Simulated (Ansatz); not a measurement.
Computed with PBE (plane waves to 420 eV, PAW; Ansatz, a quantum-chemistry and plane-wave program).

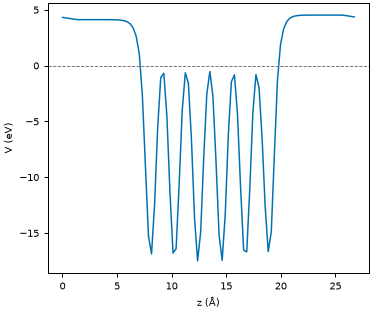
Fig. 1. Planar average of the electrostatic potential across the slab, in eV from the Fermi level, for the (100) surface of rock-salt TiC, clean 1x1 (bottom of the slab: a bare face, its two planes held)

Slab: 12 atoms, 10.8 Å thick at the start with caps and adatoms (thin: gaps and levels are the slab's own); k 12x12x1, smearing 0.1 eV, dipole-corrected; 4 atoms held, the rest relaxed; start symmetry kept, larger cells not searched; no spin, no spin-orbit, no U.

The vacuum level lies 4.52 eV above the Fermi level over the top face and 4.11 eV above it under the bottom face.
